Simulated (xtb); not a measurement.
Geometry relaxation, with input and output: Al3N3H3F3 (part 2 of 4)

Al3N3H3F3 ((FAlNH)3 ring); GFN2-xTB (xtb 6.7.1 later snapshot). 

Geometry of the input (Å):
```
Al -0.1934  -1.6542  -0.8338
F  -0.5053  -2.9950  -1.6449
N  1.4355  -1.0575  -0.4851
Al 1.7240  0.5633  0.3599
F  3.2107  1.0044  0.8495
N  0.1647  1.5098  0.7951
Al -1.5239  0.9974  0.4827
F  -2.7123  1.9285  0.8185
N  -1.5504  -0.5422  -0.4332
H  2.1896  -1.5405  -0.7485
H  0.3248  2.3517  1.3719
H  -2.5473  -0.8058  -0.6919
```

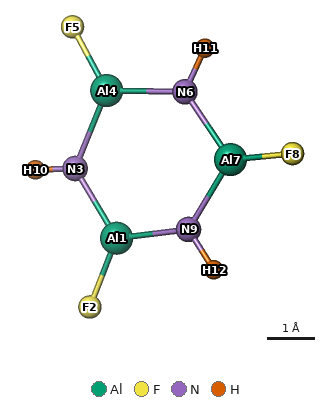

Figure 1. The structure as given in the input (ball-and-stick view, seen at a tilt; atoms are numbered from 1 in the order of the input). Sticks mark near contacts.

The program's output, continued
```
........................................................................
.............................. CYCLE    7 ..............................
........................................................................

 iter      E             dE          RMSdq      gap      omega  full diag
   1    -28.3021993 -0.283022E+02  0.173E-01    3.24       0.0  T
   2    -28.3022004 -0.110166E-05  0.117E-01    3.24       1.0  T
   3    -28.3022000  0.451781E-06  0.266E-02    3.24       1.1  T
   4    -28.3022005 -0.522427E-06  0.144E-02    3.24       2.0  T
   5    -28.3022007 -0.173564E-06  0.577E-03    3.24       5.0  T
   6    -28.3022007 -0.603753E-08  0.175E-03    3.24      16.5  T
   7    -28.3022007 -0.117520E-09  0.890E-04    3.24      32.4  T
   8    -28.3022007 -0.972022E-10  0.461E-04    3.24      62.7  T
     SCC iter.                  ...        0 min,  0.005 sec
     gradient                   ...        0 min,  0.003 sec
 * total energy  :   -28.1259406 Eh     change       -0.2981244E-04 Eh
   gradient norm :     0.0022051 Eh/α   predicted    -0.2210111E-04 ( -25.87%)
   displ. norm   :     0.0477546 α      lambda       -0.2350283E-04
   maximum displ.:     0.0277892 α      in ANC's #1, #3, #4, ...

........................................................................
.............................. CYCLE    8 ..............................
........................................................................

 iter      E             dE          RMSdq      gap      omega  full diag
   1    -28.3025691 -0.283026E+02  0.181E-01    3.24       0.0  T
   2    -28.3025697 -0.556082E-06  0.121E-01    3.24       1.0  T
   3    -28.3025686  0.106523E-05  0.260E-02    3.24       1.1  T
   4    -28.3025697 -0.114351E-05  0.104E-02    3.24       2.8  T
   5    -28.3025699 -0.138658E-06  0.411E-03    3.24       7.0  T
   6    -28.3025699 -0.178390E-08  0.147E-03    3.24      19.6  T
   7    -28.3025699  0.291301E-09  0.751E-04    3.24      38.5  T
   8    -28.3025699 -0.508155E-09  0.378E-04    3.24      76.3  T
     SCC iter.                  ...        0 min,  0.005 sec
     gradient                   ...        0 min,  0.003 sec
 * total energy  :   -28.1259576 Eh     change       -0.1702947E-04 Eh
   gradient norm :     0.0023799 Eh/α   predicted    -0.1177820E-04 ( -30.84%)
   displ. norm   :     0.0495322 α      lambda       -0.1776280E-04
   maximum displ.:     0.0293204 α      in ANC's #1, #3, #4, ...

........................................................................
.............................. CYCLE    9 ..............................
........................................................................

 iter      E             dE          RMSdq      gap      omega  full diag
   1    -28.3028470 -0.283028E+02  0.190E-01    3.24       0.0  T
   2    -28.3028474 -0.396726E-06  0.126E-01    3.24       1.0  T
   3    -28.3028460  0.137866E-05  0.267E-02    3.24       1.1  T
   4    -28.3028475 -0.150405E-05  0.814E-03    3.24       3.5  T
   5    -28.3028476 -0.837153E-07  0.346E-03    3.24       8.3  T
   6    -28.3028476 -0.173044E-08  0.153E-03    3.24      18.9  T
   7    -28.3028476  0.327489E-10  0.564E-04    3.24      51.2  T
   8    -28.3028476 -0.279247E-09  0.290E-04    3.24      99.5  T
     SCC iter.                  ...        0 min,  0.005 sec
     gradient                   ...        0 min,  0.003 sec
 * total energy  :   -28.1259694 Eh     change       -0.1180757E-04 Eh
   gradient norm :     0.0015022 Eh/α   predicted    -0.8902600E-05 ( -24.60%)
   displ. norm   :     0.0393488 α      lambda       -0.6389862E-05
   maximum displ.:     0.0235320 α      in ANC's #1, #3, #4, ...

........................................................................
.............................. CYCLE   10 ..............................
........................................................................

 iter      E             dE          RMSdq      gap      omega  full diag
   1    -28.3029522 -0.283030E+02  0.161E-01    3.24       0.0  T
   2    -28.3029524 -0.263818E-06  0.107E-01    3.24       1.0  T
   3    -28.3029516  0.862129E-06  0.201E-02    3.24       1.4  T
   4    -28.3029525 -0.967423E-06  0.429E-03    3.24       6.7  T
   5    -28.3029526 -0.160021E-07  0.204E-03    3.24      14.1  T
   6    -28.3029526 -0.109326E-08  0.141E-03    3.24      20.4  T
   7    -28.3029526 -0.367628E-09  0.310E-04    3.24      93.2  T
   8    -28.3029526 -0.134389E-09  0.205E-04    3.24     140.7  T
     SCC iter.                  ...        0 min,  0.005 sec
     gradient                   ...        0 min,  0.003 sec
 * total energy  :   -28.1259741 Eh     change       -0.4676501E-05 Eh
   gradient norm :     0.0007534 Eh/α   predicted    -0.3198376E-05 ( -31.61%)
   displ. norm   :     0.0080181 α      lambda       -0.1305827E-05
   maximum displ.:     0.0035204 α      in ANC's #7, #1, #3, ...

   *** GEOMETRY OPTIMIZATION CONVERGED AFTER 10 ITERATIONS ***

------------------------------------------------------------------------
 total energy gain   :        -0.0230654 Eh      -14.4738 kcal/mol
 total RMSD          :         0.1491988 a0        0.0790 Å
 total power (kW/mol):        -6.0558185 (step) -577.3919 (real)
------------------------------------------------------------------------

 ANCopt (total)                0 d,  0 h,  0 min,  0.105 sec
 optimizer setup                ...        0 min,  0.000 sec (  0.071%)
 model hessian                  ...        0 min,  0.000 sec (  0.266%)
 ANC generation                 ...        0 min,  0.000 sec (  0.195%)
 coordinate transformation      ...        0 min,  0.000 sec (  0.054%)
 single point calculation       ...        0 min,  0.102 sec ( 97.211%)
 optimization log               ...        0 min,  0.001 sec (  0.657%)
 hessian update                 ...        0 min,  0.000 sec (  0.063%)
 rational function              ...        0 min,  0.001 sec (  0.715%)

================
 final structure:
================
12
 xtb: 6.7.1
Al          -0.23752788969000       -1.58248945925635       -0.88873218873574
F           -0.45651880273103       -3.00898216283238       -1.68623786582711
N            1.41045142726430       -1.01879829452408       -0.45348423641740
Al           1.67028795175646        0.52994479915023        0.41732565410676
F            3.19227962010970        1.03248290151939        0.80424273321773
N            0.23699515464733        1.51824694980536        0.85570828257329
Al          -1.42689766764217        0.99259548020556        0.43314565793324
F           -2.73003941683618        1.91759636747188        0.83892920085354
N           -1.64454235023637       -0.56169117774370       -0.43841662582661
H            2.21506432354344       -1.58956352200767       -0.70395700705538
H            0.37000068315103        2.40084128355778        1.34340356216736
H           -2.58270303333651       -0.87037316534599       -0.68190716698969

 Bond Distances (Angstroems)
 ---------------------------
Al1-F2=1.6489        Al1-N3=1.7953        Al1-Al4=3.1318       Al1-Al7=3.1294       Al1-N9=1.7957        F2-Al1=1.6489
N3-Al1=1.7953        N3-Al4=1.7957        N3-H10=1.0178        Al4-Al1=3.1318       Al4-N3=1.7957        Al4-F5=1.6489
Al4-N6=1.7953        Al4-Al7=3.1316       F5-Al4=1.6489        N6-Al4=1.7953        N6-Al7=1.7954        N6-H11=1.0171
Al7-Al1=3.1294       Al7-Al4=3.1316       Al7-N6=1.7954        Al7-F8=1.6488        Al7-N9=1.7952        F8-Al7=1.6488
N9-Al1=1.7957        N9-Al7=1.7952        N9-H12=1.0172        H10-N3=1.0178        H11-N6=1.0171        H12-N9=1.0172
 N  H  Rav=1.0174 sigma=0.0003  Rmin=1.0171  Rmax=1.0178     3
 Al N  Rav=1.7954 sigma=0.0002  Rmin=1.7952  Rmax=1.7957     6
 Al F  Rav=1.6488 sigma=0.0000  Rmin=1.6488  Rmax=1.6489     3
 Al Al Rav=3.1309 sigma=0.0011  Rmin=3.1294  Rmax=3.1318     3

 selected bond angles (degree)
 --------------------
N3-Al1-F2=120.72               Al4-Al1-F2=150.01              Al4-Al1-N3= 29.30              Al7-Al1-F2=149.96
Al7-Al1-N3= 89.32              Al7-Al1-Al4= 60.02             N9-Al1-F2=120.60               N9-Al1-N3=118.68
N9-Al1-Al4= 89.39              N9-Al1-Al7= 29.37              Al4-N3-Al1=121.41              H10-N3-Al1=119.34
H10-N3-Al4=119.25              N3-Al4-Al1= 29.29              F5-Al4-Al1=149.97              F5-Al4-N3=120.68
N6-Al4-Al1= 89.24              N6-Al4-N3=118.53               N6-Al4-F5=120.79               Al7-Al4-Al1= 59.95
Al7-Al4-N3= 89.24              Al7-Al4-F5=150.08              Al7-Al4-N6= 29.29              Al7-N6-Al4=121.41
H11-N6-Al4=119.36              H11-N6-Al7=119.22              Al4-Al7-Al1= 60.03             N6-Al7-Al1= 89.32
N6-Al7-Al4= 29.29              F8-Al7-Al1=150.00              F8-Al7-Al4=149.98              F8-Al7-N6=120.68
N9-Al7-Al1= 29.37              N9-Al7-Al4= 89.40              N9-Al7-N6=118.69               N9-Al7-F8=120.62
Al7-N9-Al1=121.26              H12-N9-Al1=119.35              H12-N9-Al7=119.39

 selected dihedral angles (degree)
 ---------------------------------
Al4-N3-Al1-F2=180.11          Al4-N3-Al1-Al7=  0.04         Al4-N3-Al1-N9=  0.11          H10-N3-Al1-F2=  0.00
H10-N3-Al1-Al4=179.89         H10-N3-Al1-Al7=179.93         H10-N3-Al1-N9=180.00          Al1-Al4-N3-H10=180.11
F5-Al4-N3-Al1=180.18          F5-Al4-N3-H10=  0.29          N6-Al4-N3-Al1=  0.14          N6-Al4-N3-H10=180.25
Al7-Al4-N3-Al1=359.96         Al7-Al4-N3-H10=180.07         Al7-N6-Al4-Al1=359.70         Al7-N6-Al4-N3=359.63
Al7-N6-Al4-F5=179.59          H11-N6-Al4-Al1=180.49         H11-N6-Al4-N3=180.42          H11-N6-Al4-F5=  0.38
H11-N6-Al4-Al7=180.79         Al1-Al7-N6-Al4=  0.30         Al1-Al7-N6-H11=179.51         Al4-Al7-N6-H11=179.21
F8-Al7-N6-Al4=180.26          F8-Al7-N6-H11=359.47          N9-Al7-N6-Al4=  0.34          N9-Al7-N6-H11=179.55
Al7-N9-Al1-F2=179.86          Al7-N9-Al1-N3=359.86          Al7-N9-Al1-Al4=359.91         H12-N9-Al1-F2=359.87
H12-N9-Al1-N3=179.86          H12-N9-Al1-Al4=179.92         H12-N9-Al1-Al7=180.01         Al1-N9-Al7-Al4=  0.09
Al1-N9-Al7-N6=359.92          Al1-N9-Al7-F8=180.00          H12-N9-Al7-Al1=179.99         H12-N9-Al7-Al4=180.08
H12-N9-Al7-N6=179.91          H12-N9-Al7-F8=  0.00

 CMA Distance (Angstroems)
 ---------------------------
R(CMA):  3.0024
           -------------------------------------------------
          |                Final Singlepoint                |
           -------------------------------------------------

          ...................................................
          :                      SETUP                      :
          :.................................................:
          :  # basis functions                  57          :
          :  # atomic orbitals                  54          :
          :  # shells                           24          :
          :  # electrons                        48          :
          :  max. iterations                   250          :
          :  Hamiltonian                  GFN2-xTB          :
          :  restarted?                      false          :
          :  GBSA solvation                  false          :
          :  PC potential                    false          :
          :  electronic temp.          300.0000000     K    :
          :  accuracy                    1.0000000          :
          :  -> integral cutoff          0.2500000E+02      :
          :  -> integral neglect         0.1000000E-07      :
          :  -> SCF convergence          0.1000000E-05 Eh   :
          :  -> wf. convergence          0.1000000E-03 e    :
          :  Broyden damping             0.4000000          :
          :  net charge                          0          :
          :  unpaired electrons                  0          :
          ...................................................

 iter      E             dE          RMSdq      gap      omega  full diag
   1    -28.3029526 -0.283030E+02  0.506E-05    3.24       0.0  T
   2    -28.3029526 -0.959233E-12  0.207E-05    3.24    1395.2  T
   3    -28.3029526 -0.280664E-12  0.164E-05    3.24    1760.5  T

   *** convergence criteria satisfied after 3 iterations ***

         #    Occupation            Energy/Eh            Energy/eV
      -------------------------------------------------------------
         1        2.0000           -0.7973791             -21.6978
       ...           ...                  ...                  ...
        18        2.0000           -0.4831145             -13.1462
        19        2.0000           -0.4511429             -12.2762
        20        2.0000           -0.4510493             -12.2737
        21        2.0000           -0.4180388             -11.3754
        22        2.0000           -0.4168198             -11.3422
        23        2.0000           -0.4167707             -11.3409
        24        2.0000           -0.4105706             -11.1722 (HOMO)
        25                         -0.2914087              -7.9296 (LUMO)
        26                         -0.2371568              -6.4534
        27                         -0.2370699              -6.4510
        28                         -0.1402192              -3.8156
        29                         -0.1400737              -3.8116
       ...                                ...                  ...
        54                          1.2630616              34.3697
      -------------------------------------------------------------
                  HL-Gap            0.1191619 Eh            3.2426 eV
             Fermi-level           -0.3509897 Eh           -9.5509 eV

 SCC (total)                   0 d,  0 h,  0 min,  0.008 sec
 SCC setup                      ...        0 min,  0.000 sec (  1.463%)
 Dispersion                     ...        0 min,  0.000 sec (  0.425%)
 classical contributions        ...        0 min,  0.000 sec (  0.130%)
 integral evaluation            ...        0 min,  0.002 sec ( 22.566%)
 iterations                     ...        0 min,  0.002 sec ( 29.559%)
 molecular gradient             ...        0 min,  0.003 sec ( 44.684%)
 printout                       ...        0 min,  0.000 sec (  0.975%)

         :::::::::::::::::::::::::::::::::::::::::::::::::::::
         ::                     SUMMARY                     ::
         :::::::::::::::::::::::::::::::::::::::::::::::::::::
         :: total energy             -28.125974108581 Eh    ::
         :: gradient norm              0.000753256111 Eh/a0 ::
         :: HOMO-LUMO gap              3.242559982825 eV    ::
         ::.................................................::
         :: SCC energy               -28.302938775987 Eh    ::
         :: -> isotropic ES            0.159983220930 Eh    ::
         :: -> anisotropic ES          0.009454453312 Eh    ::
         :: -> anisotropic XC         -0.005870827261 Eh    ::
         :: -> dispersion             -0.008560489630 Eh    ::
         :: repulsion energy           0.176964667407 Eh    ::
         :: add. restraining           0.000000000000 Eh    ::
         :: total charge              -0.000000000000 e     ::
         :::::::::::::::::::::::::::::::::::::::::::::::::::::

           -------------------------------------------------
          |                Numerical Hessian                |
           -------------------------------------------------
step length          :   0.00500
SCC accuracy         :   0.30000
Hessian scale factor :   1.00000
frozen atoms in %    :   0.00000    0
RMS gradient         :   0.00075
estimated CPU  time      0.01 min

writing file <hessian>, containing the non-mass-weighted Hessian matrix in atomic units (Eₕ/Bohr²).

 projected vibrational frequencies (cm⁻¹)
eigval :       -0.00    -0.00    -0.00     0.00     0.00     0.00
eigval :       55.90    56.19    56.52   120.32   120.37   167.40
eigval :      167.54   168.16   249.62   249.74   267.09   302.07
eigval :      383.39   387.72   418.09   521.85   620.55   620.87
eigval :      765.40   766.61   774.17   795.18   795.90   829.70
eigval :      887.32   933.13   934.03  3305.58  3314.99  3318.64
           -------------------------------------------------
          |                Property Printout                |
           -------------------------------------------------

    * Orbital Energies and Occupations
```
